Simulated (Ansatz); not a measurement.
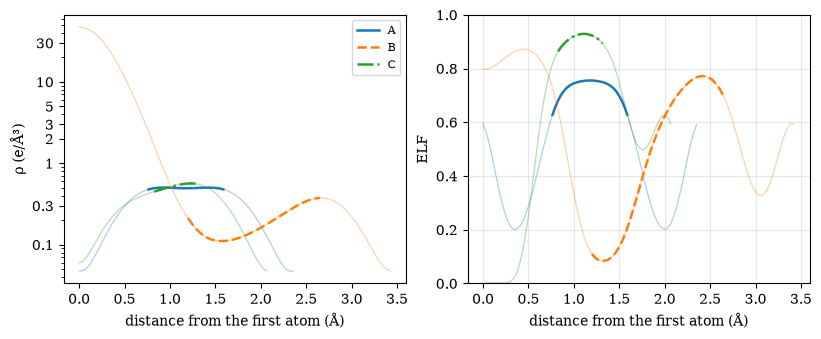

*LuBeSi$_{4}$. Valence pseudo-density and electron localisation function along straight lines between neighbouring atoms. Thin, pale parts lie inside the atomic spheres.*

Space group F-43m; a structure generated by program, which may or may not match a known phase; computed without spin polarisation.

All numbers below come from DFT PBE, scalar-relativistic, plane waves, PAW in Ansatz.

Core electrons are frozen (PAW), and the valence fields are smoothed inside the atomic spheres.

The calculation's input:

```
crystal:
  lattice:
    - [0.0, 4.0446732189, 4.0446732189]
    - [4.0446732189, 0.0, 4.0446732189]
    - [4.0446732189, 4.0446732189, 0.0]
  atoms:
    - { symbol: Lu, position: [0.75, 0.75, 0.75] }
    - { symbol: Be, position: [0.0, 0.0, 0.0] }
    - { symbol: Si, position: [0.1474771572, 0.5575685285, 0.1474771572] }
    - { symbol: Si, position: [0.1474771572, 0.1474771572, 0.1474771572] }
    - { symbol: Si, position: [0.5575685285, 0.1474771572, 0.1474771572] }
    - { symbol: Si, position: [0.1474771572, 0.1474771572, 0.5575685285] }
basis:
  ecutwfc: 420
kpoints:
  mp_grid: { grid: [8, 8, 8] }
hamiltonian:
  xc: pbe
scf:
  occupations: { method: gaussian, width: 0.1 }
output:
  forces: true
  stress: true
  eigenvalues: true
  write_density: true
  write_potential: true
  elf: true
  volumetric_format: npy
relax:
  adjacent_minimum: "off"
  f_tol: 0.01
  max_steps: 80
  cell: { stress_tol: 0.05 }
```

Launched as:

```sh
ansatz run input.yaml --threads 1 --pin off --max-ram 2560MiB --backend cpu --events-out ev --progress --plain --runs-dir out
```

Below, planes, directions and counts refer to the conventional cell (a = 8.09 Å, b = 8.09 Å, c = 8.09 Å, α = 90.00°, β = 90.00°, γ = 90.00°).

The fields are those of the relaxed geometry.

**Which curve belongs to which contact (Be–Si, Lu–Si and Si–Si)? The first atom named is at distance zero.**

Curve A: Si–Si (2.35 Å): the density is about 0.49 e/Å³ at the midpoint; the ELF peaks at about 0.75 between the atoms. Curve B: Lu–Si (3.42 Å): the density is about 0.12 e/Å³ at the midpoint; the ELF peaks at about 0.75 in the valence shell of Si, 1.0 Å from its nucleus, and drops to about 0.10 between the two atoms. Curve C: Be–Si (2.06 Å): ρ is about 0.52 e/Å³ halfway; the ELF peaks at about 0.95 between the atoms.
